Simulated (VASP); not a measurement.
Energy against volume of CsSnI3 (cubic perovskite). Method: SCAN meta-GGA, VASP's PBE PAW potentials (set 64) (plane waves; VASP 6.6.1).

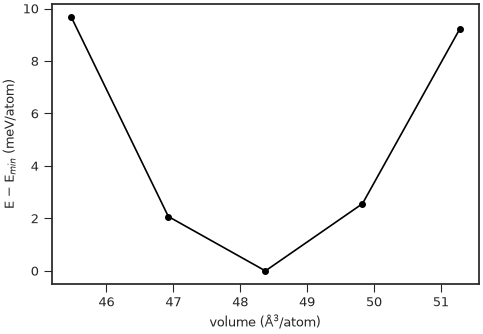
Energy against volume

Task: Estimate the equilibrium volume and the bulk modulus.

Result: The minimum lies near 48.3 Å³/atom, and the curvature gives B0 of about 17 GPa.

The compound is CsSnI3 in the cubic perovskite structure, the ideal cubic form; the compound distorts at low or room temperature. It was relaxed first.
